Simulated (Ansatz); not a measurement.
Consider Rb2PtF4 (started from the K2NiF4 type) (I4/mmm).

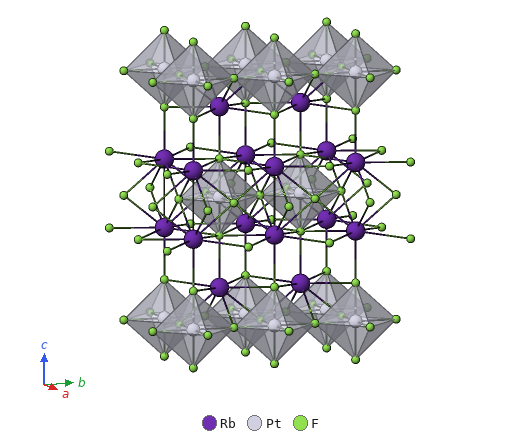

The structure (rubidium purple, platinum light grey, fluorine green). 1×2×1 conventional cells are drawn. Some periodic images of atoms are drawn too.

The structure was built from a prototype and need not be the compound's stable phase.

Symmetry: I4/mmm, No. 139, tetragonal system. The conventional cell has a = 4.587 Å, b = 4.587 Å, c = 13.407 Å, α = 90.00°, β = 90.00°, γ = 90.00°. Rb has 9 F at 2.80 to 3.25 Å nearest. Nearest to Pt lie 6 F at 2.06 to 2.29 Å. Nearest to F lie 2 Pt at 2.29 Å and 4 Rb at 2.94 Å. F has 1 Pt at 2.06 Å and 5 Rb at 2.80 to 3.25 Å nearest. Farther neighbours and most contacts between anions are not listed.

```
Rb Pt F
1.0
     6.70348    2.29348   -2.29348
     6.70348   -2.29348    2.29348
    -6.70348   -2.29348   -2.29348
Rb Pt F
2 1 4
Direct
  0.36259 0.36259 0.00000
  0.63741 0.63741 0.00000
  0.00000 0.00000 0.00000
  0.00000 0.50000 0.50000
  0.50000 0.00000 0.50000
  0.15390 0.15390 0.00000
  0.84610 0.84610 0.00000
```

The structure was relaxed with PBE. The structure type comes from a generator and need not be one that this composition takes. The structure was generated from a model, not taken from a measurement. The runs that relaxed it are not among those shown. The program's search for lower electronic states was switched off, so nothing shows that the state found is the lowest. Spin-orbit coupling is left out unless a run names it. PAW set soft_2, made with PBE.

A constrained-RPA run (Ansatz 0.2.0; non-magnetic PBE; Pt eg, bands v1 to c1, 4×4×4 mesh, medium accuracy) builds 2 functions on bands 2.4 eV wide, with 2.0 electrons in the window. The bare on-site interaction is 12.9 eV and the bare J 0.56 eV.

**Question.** What U and J survive the screening?

On the Pt eg shell, U = 5.29 eV (41 % of the bare value), U′ = 4.36 eV, J = 0.37 eV.

The parent state is non-magnetic and the interaction static (zero frequency); U depends on the window and the orbitals, so it belongs to this model alone. Spin-orbit coupling, which is strong for atoms this heavy, is left out.

[Paths, hosts, dates, memory and timing lines, banners, echoed tables and standing remarks are left out of the program output.]

[Logs are printed without paths, hosts, clocks, repeated set-up lines and the standing remarks that a program may print on its own settings, such as how far it seeks lower states.]

[Runs of the session that timed out or met a known fault of the program may be left out.]

[Hosts, paths, dates, database ids (printed as entryN), source tags and the programs' standing remarks are cut or masked in the printed files.]
